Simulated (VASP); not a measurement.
Band structure of WSe2 (2H layered). Computed with rev-vdW-DF2, VASP's PBE PAW potentials (set 64) (plane waves; VASP).

Unless said otherwise, spin-orbit coupling is left out, though it shifts the bands of the heavy elements here.

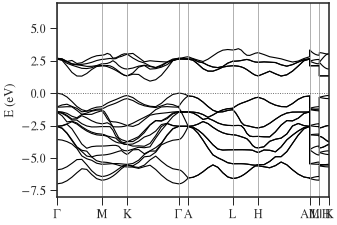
Fig. 1. Bands along high-symmetry lines, zero at the valence-band maximum or, without a gap, the Fermi level

Question: Read the plot: is there a gap, and where are the band edges?

Answer: The gap is indirect, 0.93 eV, from the valence maximum at Γ to the conduction minimum at K-Γ at 0.44. (Edges off the drawn lines would not show.)

The compound is WSe2 in the 2H layered structure. It was relaxed first.
